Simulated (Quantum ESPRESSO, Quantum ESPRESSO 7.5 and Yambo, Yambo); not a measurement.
## Excitons of CdTe (F-43m) on ever denser meshes

How far does the k mesh set the exciton binding of CdTe (F-43m)?

Main program and level: Quantum ESPRESSO 7.5 and Yambo 5.3.0; PBE and many-body steps on it, plane waves.

## (1) The starting structure

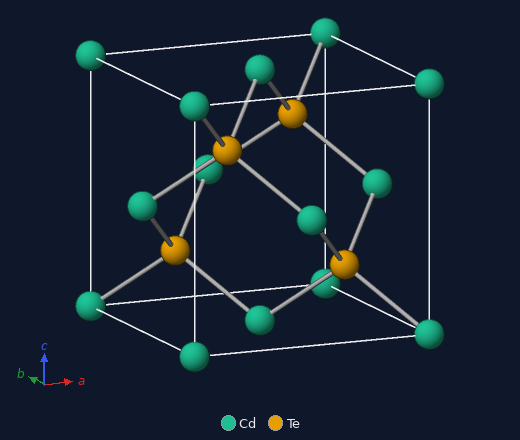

The cell as given, slightly off an axis (cadmium teal, tellurium orange). This picture shows the conventional cell, with its axes. Bonds to atoms that aren't drawn are left out. Some periodic images of atoms are drawn too.

The cell and positions come from the Crystallography Open Database and are kept as given unless a step says otherwise. Spin-orbit coupling is left out unless a step names it.

## (2) Empty states on the mesh, 4×4×4 mesh, 122 bands

This step: Quantum ESPRESSO 7.5; DFT, PBE, plane waves, norm-conserving pseudopotentials.

The sums over transitions need many empty states on a uniform mesh; this step solves for them.

Contents of pw.in:

```
&control
  calculation = 'nscf'
  prefix = 'x'
  outdir = 'o'
  pseudo_dir = 'pseudo'
/
&system
  ibrav = 0
  nat = 2
  ntyp = 2
  ecutwfc = 94.0
  nbnd = 122
  force_symmorphic = .true.
/
&electrons
  conv_thr = 1e-9
  electron_maxstep = 80
  diago_full_acc = .true.
  diago_thr_init = 5e-6
/
ATOMIC_SPECIES
  Cd 112.41 Cd.upf
  Te 127.6 Te.upf
CELL_PARAMETERS angstrom
  0.0000000000 3.2400000000 3.2400000000
  3.2400000000 0.0000000000 3.2400000000
  3.2400000000 3.2400000000 0.0000000000
ATOMIC_POSITIONS crystal
  Cd 0.0000000000 0.0000000000 0.0000000000
  Te 0.2500000000 0.2500000000 0.2500000000
K_POINTS automatic
  4 4 4 0 0 0
```

Command:

```sh
> OMP_NUM_THREADS=1 mpirun -n 8 pw.x -nk 4 -in pw.in > pw.out
```

The program printed:

```text
Program PWSCF v.7.5 starts

     This program is part of the open-source Quantum ESPRESSO suite
     for quantum simulation of materials; please cite
         "P. Giannozzi et al., J. Phys.:Condens. Matter 21 395502 (2009);
         "P. Giannozzi et al., J. Phys.:Condens. Matter 29 465901 (2017);
         "P. Giannozzi et al., J. Chem. Phys. 152 154105 (2020);
     in publications or presentations arising from this work. More details at

     Atomic positions and unit cell read from directory:
     o/x.save/

     Message from routine setup:
[...]
-150.4559-100.4824-100.4824-100.4824 -93.9054 -54.9603 -54.9602 -54.9602
[...]
50.0998  50.9654  50.9654  51.3953  52.8916  52.8916  53.7707  54.0719
     [... 4 further rows ...]
    71.9145  72.0256  72.7539  72.7539  73.8694  74.2684  75.0743  75.3252
    75.3252  76.1338

          k = 0.3536 0.0000 0.0000 (  7059 PWs)   bands (ev):

     [... further k-points ...]

     highest occupied, lowest unoccupied level (ev):     8.2696    9.0401

     XML data file, pseudopotentials, collected wavefunctions

=------------------------------------------------------------------------------=
   JOB DONE.
=------------------------------------------------------------------------------=
```

It took 15 s on 8 MPI ranks of Arm Neoverse V1, shared host; peak memory 0.69 GiB; 1.9 min of CPU time.

Numbers from this step:

```
gap                                                           : 0.7705 eV
k of the valence top                                          : 0, 0, 0
k of the conduction bottom                                    : 0, 0, 0
least direct gap                                              : 0.7705 eV
k points computed                                             : 8
lowest point of the top converged band, above the valence top : 65.9721 eV
```

On this mesh the gap is 0.770 eV.

The density comes from a self-consistent run that is not shown.

## (3) Conversion and set-up

This step: Yambo 5.3.0; conversion and set-up on PBE, plane waves, norm-conserving pseudopotentials.

The states are converted to the many-body program's format and the q mesh is built.

Command:

```sh
> (cd o/x.save; p2y > p2y.log; mv SAVE ../..); yambo > setup.log
```

The program printed:

```text
 Yambo, version 5.3.0

 [02] CORE Variables Setup
 =========================

  [02.01] Unit cells
  ==================

  Cell kind             :  FCC
  Atoms in the cell     :  Cd  Te
  number of Cd atoms    :  1
  number of Te atoms    :  1

  List of atomic masses
  Mass of Cd    :  112.4100
  Mass of Te    :  127.6000

  List of atomic coordinates    : [cc]
  Cd1       :  0.000000  0.000000  0.000000  order 1
  Te1       :  3.061356  3.061356  3.061356  order 2

  Alat factors          :  6.122713  6.122713  6.122713 [a.u.]
  Direct lattice volume :  459.0517 [a.u.]
[...]
==========================================

 IBZ Q-points                                      :   8
 BZ  Q-points                                      :   64

 K/Q-points units:
 rlu = crystal or reduced units; cc = cartesian coordinates; iku = interal k-units

 Q [1]          [rlu]:  0.000000  0.000000  0.000000
 Q [2]          [rlu]: -0.71308E-17 -0.71308E-17  0.25000
 Q [3]          [rlu]:  0.14262E-16  0.14262E-16 -0.50000
[...]
Q [7]          [rlu]:  0.42627E-17 -0.50000     -0.50000
 Q [8]          [rlu]:  0.250000 -0.500000 -0.250000

  [03.01] X indexes
  =================

   [03.01.01] Sigma indexes
   ========================

 [06] Game Over & Game summary
```

It took 3.7 s on 1 MPI rank; peak memory 0.26 GiB.

## (4) Screening and self-energy, 4×4×4 mesh, 122 bands, screening to 129.3 eV

Now the one-shot GW correction: screening in the RPA, then the self-energy of the levels asked for.

This step: G0W0 on PBE, plane waves, norm-conserving pseudopotentials.

Contents of gw1.in:

```
HF_and_locXC
gw0
dyson
ppa
em1d
rim_cut
RandQpts= 1000000
RandGvec= 1 RL
EXXRLvcs= 94 Ry
VXCRLvcs= 376 Ry
Chimod= "HARTREE"
% BndsRnXp
 1 | 122 |
%
NGsBlkXp= 9.5 Ry
% LongDrXp
 1 | 1 | 1 |
%
% GbndRnge
 1 | 122 |
%
DysSolver= "n"
ExtendOut
PPAPntXp= 27.21138 eV
% QPkrange
 1 | 1 | 21 | 24 |
%
```

Command:

```sh
> OMP_NUM_THREADS=1 mpirun -n 8 yambo -F gw1.in -J gw1 -C gw1 > gw1.log
```

The program printed:

```text
 Yambo, version 5.3.0

 [02] CORE Variables Setup
 =========================

  [... cell, symmetries and grids as in the set-up ...]

  [02.05] Energies & Occupations
  ==============================

  [X] === General ===
  [X] Electronic Temperature                        :  0.000000  0.000000 [eV K]
  [X] Bosonic    Temperature                        :  0.000000  0.000000 [eV K]
  [X] Finite Temperature mode                       : no
  [X] El. density                                   :  0.64683E+24 [cm-3]
[...]
Sx RL components                                 :   7239

   QP @ state[ 1 ] K range                          :  1  1
   QP @ state[ 1 ] b range                          :  21  24
   GF energies kind                                 : Perdew, Burke & Ernzerhof(X)+Perdew, Burke & Ernzerhof(C)
   GF WF`s kind                                     : Perdew, Burke & Ernzerhof(X)+Perdew, Burke & Ernzerhof(C)
   Xs energies kind                                 : Perdew, Burke & Ernzerhof(X)+Perdew, Burke & Ernzerhof(C)
   Xs WF`s kind                                     : Perdew, Burke & Ernzerhof(X)+Perdew, Burke & Ernzerhof(C)

 [11] Game Over & Game summary
```

It took 2.5 min on 8 MPI ranks; peak memory 4.7 GiB.

Numbers from this step:

```yaml
g0w0_gap_on_the_points_computed: 1.533 eV
starting_gap_on_the_mesh: 0.7705 eV
k_of_the_valence_top: 0, 0, 0
k_of_the_conduction_bottom: 0, 0, 0
least_direct_g0w0_gap_on_the_computed_points: 1.533 eV
```

The gap on the mesh goes from 0.77 eV to 1.53 eV, a correction of +0.76 eV.

The gap opens by 0.763 eV; the next steps shift the empty bands rigidly by 0.763 eV. The exciton steps add spin-orbit coupling, which this shift does not hold.

## (5) Empty states on the mesh, 4×4×4 mesh, 74 bands

This step: Quantum ESPRESSO 7.5; DFT, PBE with spin-orbit coupling, plane waves, norm-conserving pseudopotentials.

pw.in: that of step 2 with these lines changed.

```diff
@@ -11,4 +11,6 @@
   ecutwfc = 94.0
-  nbnd = 122
+  nbnd = 74
   force_symmorphic = .true.
+  noncolin = .true.
+  lspinorb = .true.
 /
```

Command:

```sh
> OMP_NUM_THREADS=1 mpirun -n 8 pw.x -nk 4 -in pw.in > pw.out
```

The program printed:

```text
[banner, memory and clock lines left out]
Program PWSCF v.7.5 starts

     Atomic positions and unit cell read from directory:
     o/x.save/

     Message from routine setup:
     using ibrav=0 with symmetry is DISCOURAGED, use correct ibrav instead

     bravais-lattice index     =            0
     lattice parameter (alat)  =       8.6588  a.u.
     unit-cell volume          =     459.0517 (a.u.)^3
     number of atoms/cell      =            2
     number of atomic types    =            2
     number of electrons       =        44.00
[...]
-150.2832-150.2832-107.1009-107.1009 -97.3932 -97.3932 -97.3932 -97.3932
[...]
28.3228  28.3228

          k =-0.3536-0.3536 0.3536 (  7120 PWs)   bands (ev):

  -150.2832-150.2832-107.1009-107.1009 -97.3932 -97.3932 -97.3932 -97.3932
[...]
18.7468  18.7468  19.7416  19.7416  20.0169  20.0169  20.1062  20.1062
    24.3984  24.3984  25.7317  25.7317  25.7923  25.7923  26.9564  26.9564
    27.1970  27.1970

          k = 0.3536 0.0000 0.0000 (  7059 PWs)   bands (ev):

     [... further k-points ...]

     highest occupied, lowest unoccupied level (ev):     8.5543    9.0582

     XML data file, pseudopotentials, collected wavefunctions
```

Elapsed: 11 s, on 8 MPI ranks; peak memory 0.81 GiB; 82 s of CPU time.

Numbers from this step:

| Item | Value |
| --- | --- |
| gap | 0.5040 eV |
| k of the valence top | 0, 0, 0 |
| k of the conduction bottom | 0, 0, 0 |
| least direct gap | 0.5040 eV |
| k points computed | 8 |
| lowest point of the top converged band, above the valence top | 16.04 eV |

On this mesh the gap is 0.504 eV.

The density comes from a self-consistent run that is not shown, made with spin-orbit coupling and fully relativistic files.

## (6) Conversion and set-up

This step: Yambo 5.3.0; conversion and set-up on PBE with spin-orbit coupling, plane waves, norm-conserving pseudopotentials.

Command:

```sh
> (cd o/x.save; p2y > p2y.log; mv SAVE ../..); yambo > setup.log
```

The program printed:

```text
 Yambo, version 5.3.0

 [02] CORE Variables Setup
 =========================

  [02.01] Unit cells
  ==================

  Cell kind             :  FCC
  Atoms in the cell     :  Cd  Te
  number of Cd atoms    :  1
  number of Te atoms    :  1

  List of atomic masses
  Mass of Cd    :  112.4100
  Mass of Te    :  127.6000

  List of atomic coordinates    : [cc]
  Cd1       :  0.000000  0.000000  0.000000  order 1
  Te1       :  3.061356  3.061356  3.061356  order 2

  Alat factors          :  6.122713  6.122713  6.122713 [a.u.]
  Direct lattice volume :  459.0517 [a.u.]
[...]
==========================================

 IBZ Q-points                                      :   8
 BZ  Q-points                                      :   64

 K/Q-points units:
 rlu = crystal or reduced units; cc = cartesian coordinates; iku = interal k-units

 Q [1]          [rlu]:  0.000000  0.000000  0.000000
 Q [2]          [rlu]: -0.71308E-17 -0.71308E-17  0.25000
 Q [3]          [rlu]:  0.14262E-16  0.14262E-16 -0.50000
[...]
Q [7]          [rlu]:  0.42627E-17 -0.50000     -0.50000
 Q [8]          [rlu]:  0.250000 -0.500000 -0.250000

  [03.01] X indexes
  =================

   [03.01.01] Sigma indexes
   ========================

 [06] Game Over & Game summary
```

Elapsed: 4.2 s, on 1 MPI rank; peak memory 0.26 GiB.

[end of part 1 of 3]

[Paths, hosts, dates, memory and timing lines, banners, echoed tables and standing remarks are left out of the program output.]

[Logs are printed without paths, hosts, clocks, repeated set-up lines and the standing remarks that a program may print on its own settings, such as how far it seeks lower states.]

[Runs of the session that timed out or met a known fault of the program may be left out.]

[Hosts, paths, dates, database ids (printed as entryN), source tags and the programs' standing remarks are cut or masked in the printed files.]
